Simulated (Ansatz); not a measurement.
# AsBH5NO: small, medium and large basis sets

How large a basis does AsBH5NO need? Two functionals are run in growing sets.

Computed with Ansatz 0.2.0, Gaussian basis. Level: one geometry, several basis sets.

The runs, in order: PBE0-D4/def2-SVP; ωB97M-V/def2-SVP; PBE0-D4/def2-QZVPP; ωB97M-V/def2-QZVPP; the functionals' def2-TZVPP values are taken from earlier runs.

## Step 1: The geometry

All runs share one geometry, relaxed beforehand with PBE0-D4 in a triple-zeta def2 set.

9 atoms, charge 0, spin multiplicity 1.

Atoms are counted from 1 here; the program's logs count them from 0.

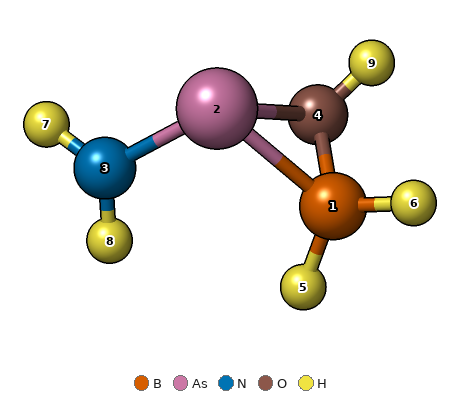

The geometry (boron orange, arsenic pink, nitrogen blue, oxygen brown, hydrogen yellow); atoms are numbered from 1 in the order of the file.

As a file:

```tsv
atom	x (Å)	y (Å)	z (Å)
B1	-0.7127	0.8308	-0.5505
As2	0.8884	0.4996	0.6912
N3	1.4971	-1.0516	0.0604
O4	-1.1499	0.0831	0.7164
H5	-0.7515	0.1256	-1.5207
H6	-1.1025	1.9641	-0.6119
H7	1.8480	-1.7582	0.6853
H8	1.1713	-1.4028	-0.8263
H9	-1.5996	0.6631	1.3392
```

## Step 2: PBE0-D4 in def2-SVP

in.yaml reads:

```yaml
crystal:
  periodic: [false, false, false]
  atoms:
    - {symbol: B, position_ang: [-0.712692, 0.830846, -0.550460]}
    - {symbol: As, position_ang: [0.888403, 0.499610, 0.691152]}
    - {symbol: N, position_ang: [1.497115, -1.051604, 0.060353]}
    - {symbol: O, position_ang: [-1.149904, 0.083095, 0.716391]}
    - {symbol: H, position_ang: [-0.751532, 0.125633, -1.520652]}
    - {symbol: H, position_ang: [-1.102488, 1.964100, -0.611917]}
    - {symbol: H, position_ang: [1.847954, -1.758196, 0.685253]}
    - {symbol: H, position_ang: [1.171265, -1.402848, -0.826311]}
    - {symbol: H, position_ang: [-1.599622, 0.663066, 1.339191]}
basis:
  gaussian: {orbitals: def2-SVP}
hamiltonian: {xc: pbe0, dispersion: d4}
output: {orbitals: {seedname: orbitals}}
```

The run is started by

```
ansatz run in.yaml --threads 4 --pin off --events-out ev --progress --plain --max-ram 10444MiB
```

Standard output:

```text
Functional definition: PBE0
  name "PBE0"
  cite "Adamo & Barone, J. Chem. Phys. 110, 6158 (1999) doi:10.1063/1.478522"
  cite "Perdew, Burke & Ernzerhof, Phys. Rev. Lett. 77, 3865 (1996) doi:10.1103/PhysRevLett.77.3865"
  parent pbe
  parameter a = 0.25
  parameter kappa = 0.804
  parameter beta = 0.06672455060314922
  exchange = (1 - a)*pbe_x(kappa = kappa, mu = beta*pi^2/3) + a*exact_x
  correlation = pbe_c(beta = beta)
991 factors; integrals over basis functions are off by at most 1.2e-3 eV
mean field evaluation 1: about -65104.8836 eV, gradient 6.2e1 eV
mean field evaluation 2: about -65091.7123 eV, gradient 9.9e1 eV
mean field evaluation 4: about -65113.0203 eV, gradient 4.3e0 eV
mean field evaluation 8: about -65113.1841 eV, gradient 8.3e-1 eV
mean field evaluation 16: about -65113.1860 eV, gradient 1.2e-4 eV
mean field -65113.18596554 eV, -2392.8654489310 hartree, gradient 2.7e-5 eV, S^2 0.000000; 0 other end points of the search recorded, 0 dependent functions left out
reference -65113.18599027 eV, -2392.8654498400 hartree; 29, 29 occupied and 70, 70 virtual orbitals, 991 factors
Total energy: -65113.33419360 eV, -2392.8708962118 hartree
```

Run time: 1 s. Hardware: 4 threads of Arm Neoverse V2, shared host.

## Step 3: ωB97M-V in def2-SVP

Changes to in.yaml since step 2:

```diff
@@ -14,3 +14,3 @@
   gaussian: {orbitals: def2-SVP}
-hamiltonian: {xc: pbe0, dispersion: d4}
+hamiltonian: {xc: {name: wB97M-V}}
 output: {orbitals: {seedname: orbitals}}
```

Same command.

Standard output, shortened:

```text
Functional definition: wB97M-V
  name "wB97M-V"
  cite "Mardirossian & Head-Gordon, J. Chem. Phys. 144, 214110 (2016) doi:10.1063/1.4952647"
  cite "Becke, J. Chem. Phys. 107, 8554 (1997) doi:10.1063/1.475007"
  cite "Vydrov & Van Voorhis, J. Chem. Phys. 133, 244103 (2010) doi:10.1063/1.3521275"
  # Of w^i u^j: cxij and so on, Table III.
[...]
  gx(w, u) = 1 - cx + cx01*u + cx10*w
  gss(w, u) = css00 + css04*u^4 + css10*w + css20*w^2 + css43*w^4*u^3
  gos(w, u) = cos00 + cos10*w + (cos20 + cos21*u)*w^2 + (cos60 + cos61*u)*w^6
[...]
      + integral(e_c_pw_mod_opposite_spin*gos(b97_w_opposite, b97_u_opposite)) + vv10(b, c)
991 factors; integrals over basis functions are off by at most 1.2e-3 eV
276 factors; integrals over basis functions are off by at most 8.0e-6 eV
[...]
mean field -65120.26319295 eV, -2393.1255322412 hartree, gradient 8.1e-5 eV, S^2 0.000000; 0 other end points of the search recorded, 0 dependent functions left out
reference -65120.26323156 eV, -2393.1255336600 hartree; 29, 29 occupied and 70, 70 virtual orbitals, 991 factors
Total energy: -65120.26323156 eV, -2393.1255336600 hartree
```

It took 4.2 s on 4 threads of Arm Neoverse V2, shared host; peak memory 0.29 GiB.

## Step 4: PBE0-D4 in def2-QZVPP

Changes to in.yaml since step 3:

```diff
@@ -13,4 +13,4 @@
 basis:
-  gaussian: {orbitals: def2-SVP}
-hamiltonian: {xc: {name: wB97M-V}}
+  gaussian: {orbitals: "def2-QZVPP.json"}
+hamiltonian: {xc: pbe0, dispersion: d4}
 output: {orbitals: {seedname: orbitals}}
```

Same command.

Standard output:

```text
Functional definition: PBE0
  name "PBE0"
  cite "Adamo & Barone, J. Chem. Phys. 110, 6158 (1999) doi:10.1063/1.478522"
  cite "Perdew, Burke & Ernzerhof, Phys. Rev. Lett. 77, 3865 (1996) doi:10.1103/PhysRevLett.77.3865"
  parent pbe
  parameter a = 0.25
  parameter kappa = 0.804
  parameter beta = 0.06672455060314922
  exchange = (1 - a)*pbe_x(kappa = kappa, mu = beta*pi^2/3) + a*exact_x
  correlation = pbe_c(beta = beta)
1428 factors; their error is unknown
mean field evaluation 1: about -65115.7430 eV, gradient 7.7e1 eV
mean field evaluation 2: about -65091.9861 eV, gradient 1.3e2 eV
mean field evaluation 4: about -65127.2017 eV, gradient 9.2e0 eV
mean field evaluation 8: about -65127.3546 eV, gradient 2.2e-1 eV
mean field evaluation 16: about -65127.4929 eV, gradient 1.9e-4 eV
mean field -65127.49285074 eV, -2393.3912172646 hartree, gradient 5.3e-5 eV, S^2 0.000000; 0 other end points of the search recorded, 0 dependent functions left out
reference -65127.49288567 eV, -2393.3912185483 hartree; 29, 29 occupied and 381, 381 virtual orbitals, 1428 factors
Total energy: -65127.64108900 eV, -2393.3966649202 hartree
```

Run time: 8 s. Hardware: 4 threads of Arm Neoverse V2, shared host; peak memory 1.3 GiB.

## Step 5: ωB97M-V in def2-QZVPP

Changes to in.yaml since step 4:

```diff
@@ -14,3 +14,3 @@
   gaussian: {orbitals: "def2-QZVPP.json"}
-hamiltonian: {xc: pbe0, dispersion: d4}
+hamiltonian: {xc: {name: wB97M-V}}
 output: {orbitals: {seedname: orbitals}}
```

Launched as before.

Standard output, shortened:

```text
Functional definition: wB97M-V
  name "wB97M-V"
  cite "Mardirossian & Head-Gordon, J. Chem. Phys. 144, 214110 (2016) doi:10.1063/1.4952647"
  cite "Becke, J. Chem. Phys. 107, 8554 (1997) doi:10.1063/1.475007"
  cite "Vydrov & Van Voorhis, J. Chem. Phys. 133, 244103 (2010) doi:10.1063/1.3521275"
  # Of w^i u^j: cxij and so on, Table III.
[...]
  gx(w, u) = 1 - cx + cx01*u + cx10*w
  gss(w, u) = css00 + css04*u^4 + css10*w + css20*w^2 + css43*w^4*u^3
  gos(w, u) = cos00 + cos10*w + (cos20 + cos21*u)*w^2 + (cos60 + cos61*u)*w^6
[...]
      + integral(e_c_pw_mod_opposite_spin*gos(b97_w_opposite, b97_u_opposite)) + vv10(b, c)
1391 factors; their error is unknown
349 factors; integrals over basis functions are off by at most 6.9e-6 eV
[...]
mean field -65134.68866741 eV, -2393.6556586496 hartree, gradient 3.3e-5 eV, S^2 0.000000; 0 other end points of the search recorded, 0 dependent functions left out
reference -65134.68872297 eV, -2393.6556606915 hartree; 29, 29 occupied and 381, 381 virtual orbitals, 1391 factors
Total energy: -65134.68872297 eV, -2393.6556606915 hartree
```

Wall time 18 s (4 threads of Arm Neoverse V2, shared host); peak memory 1.6 GiB.

## Step 6: Density functionals: the series

The def2-TZVPP values come from earlier runs at the same geometry.

```tsv
functional	basis	functions	energy (eV)	from the largest (eV)	HOMO (eV)	LUMO (eV)
PBE0-D4	def2-SVP	99	-65113.3342	14.307	-6.44	-1.10
PBE0-D4	def2-TZVPP	211	-65126.0721	1.569	-6.51	-1.31
PBE0-D4	def2-QZVPP	410	-65127.6411	0.000	-6.55	-1.40
ωB97M-V	def2-SVP	99	-65120.2632	14.425	-8.53	1.01
ωB97M-V	def2-TZVPP	211	-65133.1693	1.519	-8.63	0.70
ωB97M-V	def2-QZVPP	410	-65134.6887	0.000	-8.66	0.50
```

## Step 7: Outcome

```
                                       quantity           value
PBE0-D4: double and triple zeta above quadruple  14.31, 1.57 eV
ωB97M-V: double and triple zeta above quadruple  14.43, 1.52 eV
```

What this shows: For PBE0-D4 the step from double to triple zeta gains 12.74 eV and the next only 1.57 eV. These are total energies; as a rule much of such shifts cancels in differences, which this series doesn't test. The LUMO of ωB97M-V is positive and keeps falling with the basis (1.01 to 0.50 eV): an unbound level that the basis holds in place.

For PBE0-D4 the largest set took about 8 times as long as the smallest (8 s against 1 s).
